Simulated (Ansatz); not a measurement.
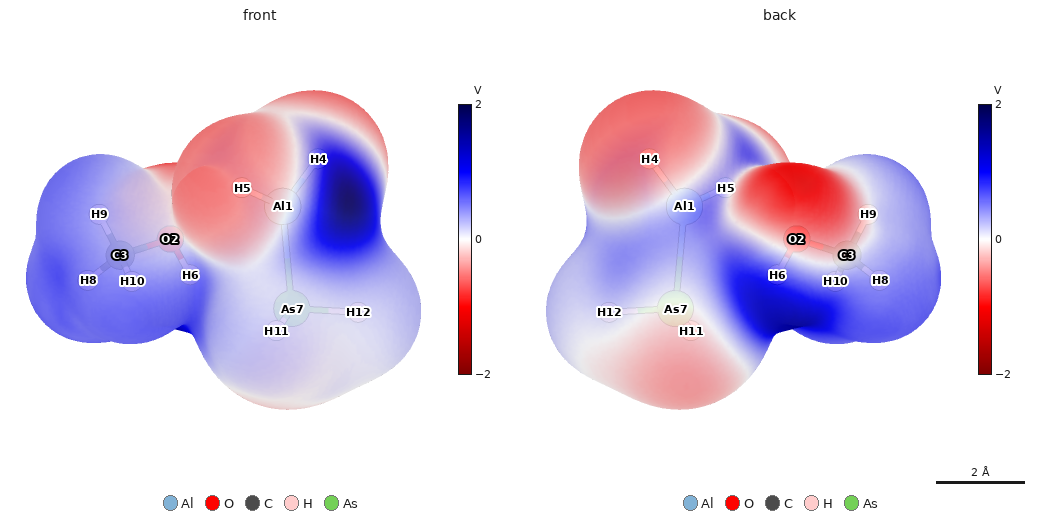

Figure. AlAsH₄···CH₄O. The molecular electrostatic potential painted on the density surface at 0.001 e/bohr³, seen from the front and from behind; red is negative and blue positive.

Not at a stationary point (largest force 0.5 eV/Å).

Theory: UKS BLYP-D4/def2-SVP (Ansatz 0.2.0).

Input file:

```
crystal:
  periodic: [false, false, false]
  atoms:
    - { symbol: Al, position_ang: [-0.7685, 1.1474, 1.057] }
    - { symbol: O, position_ang: [-0.1997, -0.7819, 0.2251] }
    - { symbol: C, position_ang: [0.1791, -2.096, -0.0782] }
    - { symbol: H, position_ang: [-2.2924, 1.3565, 1.2399] }
    - { symbol: H, position_ang: [0.1309, 1.5599, 2.2504] }
    - { symbol: H, position_ang: [-0.0863, 0.2439, -0.5349] }
    - { symbol: As, position_ang: [0.0592, 1.9691, -1.4939] }
    - { symbol: H, position_ang: [-0.3458, -2.4411, -0.9737] }
    - { symbol: H, position_ang: [-0.0851, -2.741, 0.7622] }
    - { symbol: H, position_ang: [1.2589, -2.1514, -0.2459] }
    - { symbol: H, position_ang: [1.3352, 1.2096, -1.8039] }
    - { symbol: H, position_ang: [0.8144, 2.7248, -0.4042] }
magnetization:
  spin_polarized: true
basis:
  gaussian: { orbitals: def2-SVP }
hamiltonian:
  xc: blyp
  dispersion: d4
relax:
  f_tol: 0.15
  max_steps: 25
  restrain:
    - { distance: [0, 6], at: 2.4, k: 30.0 }
    - { distance: [5, 1], at: 0.97, k: 30.0 }
    - { distance: [0, 1], at: 3.17, k: 30.0 }
    - { distance: [5, 6], at: 2.8, k: 30.0 }
output:
  orbitals: {}
```

Command:

```sh
ansatz run input.yaml --threads 4 --pin off --max-ram 5120MiB --backend cpu --events-out ev --progress --plain --runs-dir out
```

The fields are those of the run's last geometry, not of the input's.

Where is the surface potential most negative and most positive?

Answer. The most negative region (about −1.0 V) lies over O2, the most positive (about +1.7 V) over Al1. O2 is the likeliest acceptor of a hydrogen bond.
